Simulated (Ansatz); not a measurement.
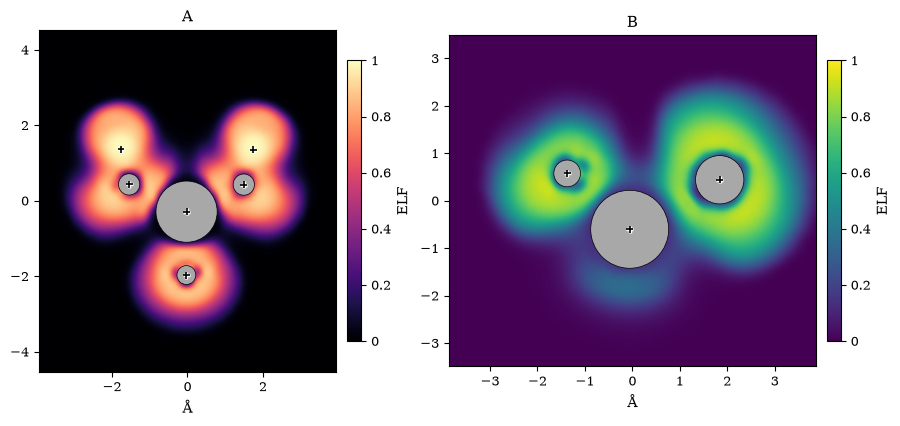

The electron localisation function of 2 systems, each on a plane through atoms (crosses mark nuclei in the plane; grey discs cover the cores).

Level of theory: RKS PBE0/def2-SVP in Ansatz.

System 1: ClGeH₃O, the plane of atoms Cl2, Ge1 and O5. 

```yaml
atoms:
  - { symbol: Ge, position_ang: [0.3073, -0.0230, 0.0928] }
  - { symbol: Cl, position_ang: [0.7167, 0.0105, 2.2185] }
  - { symbol: H, position_ang: [1.6331, -0.0402, -0.6655] }
  - { symbol: H, position_ang: [-0.6015, 1.1839, -0.1853] }
  - { symbol: O, position_ang: [-0.4892, -1.5435, -0.3268] }
  - { symbol: H, position_ang: [-1.3273, -1.6772, 0.1300] }
```

System 2: AlFH₂O₂···HCl, the plane of atoms O3, Al1 and F7. Not at a stationary point (largest force 1.2 eV/Å).

```xyz
8

Al    0.0090    0.4350   -0.3990
Cl    0.0068    0.1713    3.0145
O     1.4951   -0.2256   -0.8385
H     1.6681   -1.0533   -1.2859
O    -1.5430   -0.1239   -0.7331
H    -1.8227   -0.9874   -1.0343
F     0.0878    1.9343    0.3543
H     0.0450    1.3468    2.3863
```

Which map belongs to which system?

Answer. Panel A is system 2, AlFH₂O₂···HCl: the plane holds Al, O, H and F. Al–F (1.68 Å): the ELF peaks at about 0.85 in the valence shell of F, 0.5 Å from its nucleus, and is about 0.25 at the midpoint. Panel B is system 1, ClGeH₃O: the plane holds Ge, Cl and O. Ge–O (1.77 Å): the ELF peaks at about 0.85 in the valence shell of O, 0.6 Å from its nucleus, and is about 0.35 at the midpoint.
